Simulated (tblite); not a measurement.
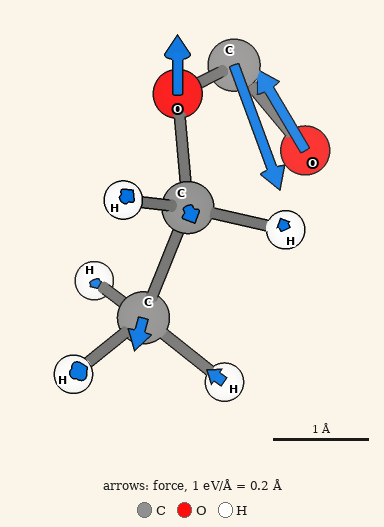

Starting geometry of C3H5O2 (multiplicity 2) with the computed forces as blue arrows. The picture is a ball-and-stick view, seen from a free direction.

These are results of GFN2-xTB geometry optimisation, gas phase (tblite), not measurements. 

> What follows when this structure is relaxed?

It isn't relaxed: the largest force vector, on a C atom, is 7.20 eV/Å. The final displacements have little in common with the starting forces (cosine between the two patterns 0.19). The energy falls by 22.4 kcal/mol in 76 geometry steps. An H atom moves most after the best rigid fit: 0.89 Å. By element the largest moves are H 0.89 Å, O 0.64 Å, C 0.33 Å. Among the contacts that change: C–O 1.355 → 1.273 Å, C–O 1.276 → 1.198 Å, C–O 1.404 → 1.480 Å, C–H 1.132 → 1.087 Å. Among the angles between lasting bonds that change: O–C–O 116.7° → 136.1°, C–O–C 127.4° → 120.4°, O–C–H 114.2° → 107.7°. Groups turn about C–C by about 45°, C–O by about 20°. Cost: 0.19 s on 1 thread of Arm Neoverse V2, with other jobs on the host.
